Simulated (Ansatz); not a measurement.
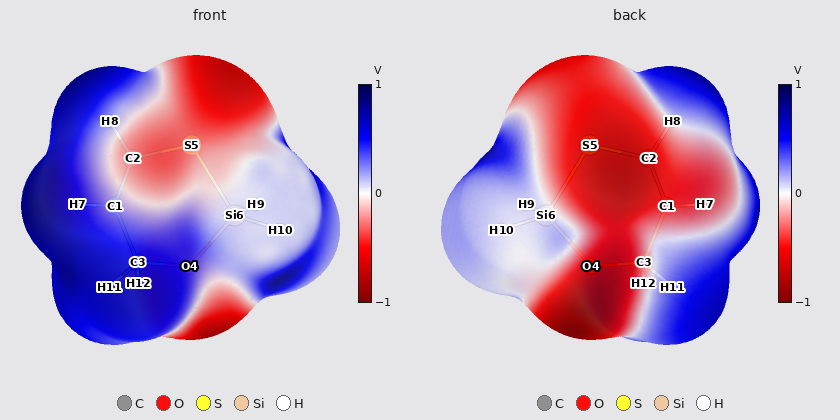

The picture shows: C₃H₆OSSi. The molecular electrostatic potential painted on the density surface at 0.001 e/bohr³, seen from the front and from behind; red is negative and blue positive.

Geometry: PBE0-D3(BJ)/def2-SVP.

Theory: Ansatz 0.2.0, isolated molecule in a Gaussian basis; Kohn-Sham density functional theory, functional PBE0.

```yaml
atoms:
  - { symbol: C, position_ang: [-1.5343, 0.4945, -1.2927] }
  - { symbol: C, position_ang: [-0.9100, 0.3177, -0.1195] }
  - { symbol: C, position_ang: [-1.2457, 1.4724, -2.3909] }
  - { symbol: O, position_ang: [-0.0466, 2.1936, -2.2902] }
  - { symbol: S, position_ang: [0.5104, 1.1647, 0.5265] }
  - { symbol: Si, position_ang: [1.2641, 1.6752, -1.4139] }
  - { symbol: H, position_ang: [-2.3986, -0.1505, -1.4871] }
  - { symbol: H, position_ang: [-1.2877, -0.4417, 0.5716] }
  - { symbol: H, position_ang: [1.8824, 0.4728, -2.0437] }
  - { symbol: H, position_ang: [2.2315, 2.7943, -1.2997] }
  - { symbol: H, position_ang: [-2.0722, 2.2072, -2.4280] }
  - { symbol: H, position_ang: [-1.2789, 0.9343, -3.3585] }
```

Question: Describe the electrostatic potential map.

Answer: The most negative region (about −1.0 V) lies over O4, the most positive (about +0.9 V) over C3, Si6, H7 and H8.
